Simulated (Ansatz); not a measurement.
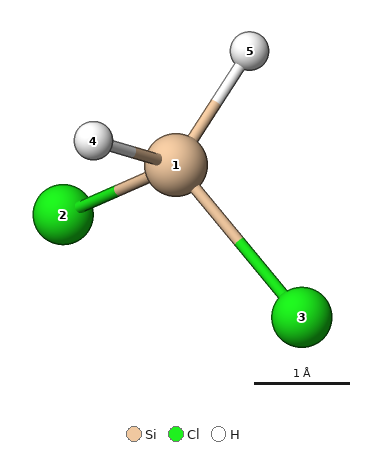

The input geometry (ball-and-stick view, seen at a tilt; atoms are numbered from 1 in the order of the input). Bond lengths as drawn: Cl–Si 2.13 Å and H–Si 1.46 Å.

Geometry relaxation of SiH2Cl2

System: SiH2Cl2.
Method: RKS B3LYP-D4/def2-mTZVP (Ansatz 0.2.0).

It belongs to a series of runs on one base structure; here: start relaxed. Figures and captions count atoms from 1; the log counts them from 0 in places.

The program's output:
```
The last accepted step is kept in [file] (removed where the run ends without a failure and the disk answers)
Engine: ansatz 0.2.0, x86_64-unknown-linux-gnu
Functional definition: B3LYP
  parameter a0 = 0.2
  parameter ax = 0.72
  parameter ac = 0.81
  exchange = (1 - a0 - ax)*slater_x + ax*b88_x + a0*exact_x
  correlation = (1 - ac)*vwn_rpa_c + ac*lyp_c
699 factors; integrals over basis functions are off by at most 5.5e-4 eV
mean field evaluation 1: about -32959.2975 eV, gradient 1.5e1 eV
mean field evaluation 2: about -32959.3809 eV, gradient 1.5e1 eV
mean field evaluation 4: about -32959.8435 eV, gradient 6.3e-1 eV
mean field evaluation 8: about -32959.8464 eV, gradient 3.8e-3 eV
mean field -32959.84637154 eV, -1211.2520131677 hartree, gradient 6.8e-5 eV, S^2 0.000000; 0 other end points of the search recorded, 0 dependent functions left out
the calculation of the forces begins
reference -32959.84662130 eV, -1211.2520223462 hartree; 25, 25 occupied and 47, 47 virtual orbitals, 699 factors
relax step   1: F+E_penalty+E_count = -32960.04354477 eV  Δ(F+E_penalty+E_count) = +0.000e0 eV  max|allowed force component| = 1.078e0 eV/Å  Δτ_max = 0.0000 Å  (23 SCF iters, accepted)
these checks for a lower state are left out or cut short: starts, cluster_reference, orbital_swaps, neighbouring_geometries, increment
699 factors; integrals over basis functions are off by at most 5.2e-4 eV
mean field evaluation 16: about -32959.9236 eV, gradient 2.6e-2 eV
mean field -32959.92357910 eV, -1211.2548504933 hartree, gradient 3.2e-5 eV, S^2 0.000000; 0 other end points of the search recorded, 0 dependent functions left out
the calculation of the forces begins
reference -32959.92382677 eV, -1211.2548595951 hartree; 25, 25 occupied and 47, 47 virtual orbitals, 699 factors
relax step   2: F+E_penalty+E_count = -32960.12419645 eV  Δ(F+E_penalty+E_count) = -8.065e-2 eV  max|allowed force component| = 3.387e-1 eV/Å  Δτ_max = 0.0690 Å  (23 SCF iters, accepted)
these checks for a lower state are left out or cut short: starts, cluster_reference, orbital_swaps, neighbouring_geometries, increment
699 factors; integrals over basis functions are off by at most 5.3e-4 eV
mean field -32959.92877850 eV, -1211.2550415678 hartree, gradient 1.6e-5 eV, S^2 0.000000; 0 other end points of the search recorded, 0 dependent functions left out
the calculation of the forces begins
reference -32959.92902546 eV, -1211.2550506435 hartree; 25, 25 occupied and 47, 47 virtual orbitals, 699 factors
relax step   3: F+E_penalty+E_count = -32960.12931373 eV  Δ(F+E_penalty+E_count) = -5.117e-3 eV  max|allowed force component| = 1.774e-2 eV/Å  Δτ_max = 0.0196 Å  (24 SCF iters, accepted)
699 factors; integrals over basis functions are off by at most 5.3e-4 eV
mean field evaluation 32: about -32959.9287 eV, gradient 8.0e-2 eV
```

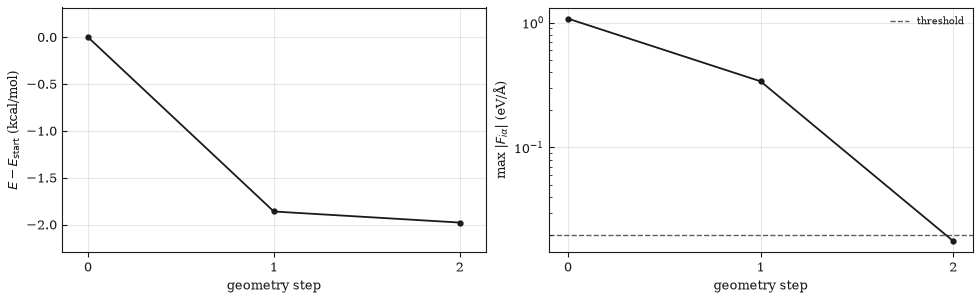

Progress of the relaxation, step by step (the first geometry is step 0 here and step 1 in the log).

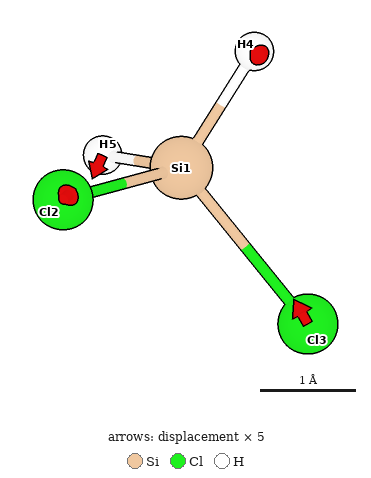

The starting structure with the displacements as red arrows, magnified 5 times (ball-and-stick view, seen at a tilt). The two geometries are laid on each other by the best rigid fit. Over 2 geometry steps the energy falls by 1.98 kcal/mol. Largest force component: 1.1 eV/Å at the start, 0.018 eV/Å at the end. The largest moves after the best rigid fit, 0.063 Å, are those of Cl2 and Cl3. By element the largest moves are Cl 0.063 Å, H 0.057 Å, Si 0.009 Å. Among the contacts that change: Si1–Cl2 2.130 → 2.064 Å, Si1–H4 1.459 → 1.470 Å. Among the angles that change: H4–Si1–H5 109.5° → 113.3°. (Atoms are counted from 1 in the order of the input.)

```
mean field -32959.92877850 eV, -1211.2550415678 hartree, gradient 1.6e-5 eV, S^2 0.000000; 1 other end points of the search recorded, 0 dependent functions left out
the calculation of the forces begins
reference -32959.92902546 eV, -1211.2550506435 hartree; 25, 25 occupied and 47, 47 virtual orbitals, 699 factors
Total energy: -32960.12956069 eV, -1211.2624201771 hartree
Atom 0 at     0.007707     0.000000     0.005507 Å, force    -0.000720    -0.000000    -0.000608 eV/Å
Atom 1 at    -0.016964    -0.000000     2.069788 Å, force     0.017739     0.000000     0.002354 eV/Å
Atom 2 at     1.945964    -0.000000    -0.705236 Å, force     0.007396     0.000000     0.016036 eV/Å
Atom 3 at    -0.651753     1.227852    -0.460879 Å, force    -0.012208    -0.005344    -0.008891 eV/Å
Atom 4 at    -0.651753    -1.227852    -0.460879 Å, force    -0.012208     0.005344    -0.008891 eV/Å
Dipole moment:    -0.270315    -0.000000    -0.191226 e Å
```

Trajectory as extended XYZ (Å, eV, eV/Å), 3 frames, from step=1 to step=3:
```
5
Properties=species:S:1:pos:R:3:forces:R:3 step=1 energy=-32960.04355
Si    0.0000    0.0000    0.0000    0.9455   0.0000   0.6684
Cl    0.0000    0.0000    2.1300   -0.0102   0.0000  -1.0777
Cl    2.0086    0.0000   -0.7093   -1.0221   0.0000   0.3495
H    -0.6877    1.1914   -0.4862    0.0435   0.2890   0.0299
H    -0.6877   -1.1914   -0.4862    0.0435  -0.2890   0.0299
5
Properties=species:S:1:pos:R:3:forces:R:3 step=2 energy=-32960.12420
Si   -0.0084    0.0000   -0.0057    0.3387   0.0000   0.2379
Cl   -0.0089    0.0000    2.0694   -0.0364   0.0000  -0.1566
Cl    1.9480    0.0000   -0.6975   -0.1594   0.0000   0.0182
H    -0.6487    1.2414   -0.4589   -0.0715  -0.0409  -0.0498
H    -0.6487   -1.2414   -0.4589   -0.0715   0.0409  -0.0498
5
Properties=species:S:1:pos:R:3:forces:R:3 step=3 energy=-32960.12931
Si    0.0077    0.0000    0.0055   -0.0007   0.0000  -0.0006
Cl   -0.0170    0.0000    2.0698    0.0177   0.0000   0.0024
Cl    1.9460    0.0000   -0.7052    0.0074   0.0000   0.0160
H    -0.6518    1.2279   -0.4609   -0.0122  -0.0053  -0.0089
H    -0.6518   -1.2279   -0.4609   -0.0122   0.0053  -0.0089
```

The run was set up as follows.

Input:
```yaml
crystal:
  periodic: [false, false, false]
  atoms:
    - { symbol: Si, position_ang: [0.0, 0.0, 0.0] }
    - { symbol: Cl, position_ang: [0.0, 0.0, 2.13] }
    - { symbol: Cl, position_ang: [2.0086, 0.0, -0.7093] }
    - { symbol: H, position_ang: [-0.6877, 1.1914, -0.4862] }
    - { symbol: H, position_ang: [-0.6877, -1.1914, -0.4862] }
basis:
  gaussian: { orbitals: def2-mTZVP }
hamiltonian:
  xc: b3lyp
  dispersion: d4
relax:
  f_tol: 0.02
  max_steps: 40
```

Run as:
```bash
ansatz run input.yaml --threads 1 --pin off --max-ram 2048MiB --backend cpu --events-out ev --progress --plain --runs-dir out
```

Key numbers:

- outcome: converged
- total energy: −32960.1296 eV
- mean-field energy: −32959.9290 eV
- largest force (length of the vector) at the end: 0.018 eV/Å
- hardware: 1 thread of AMD EPYC (Zen 3), 32 GiB of memory available, shared host
- wall time: 7 s
- peak memory: 0.15 GiB
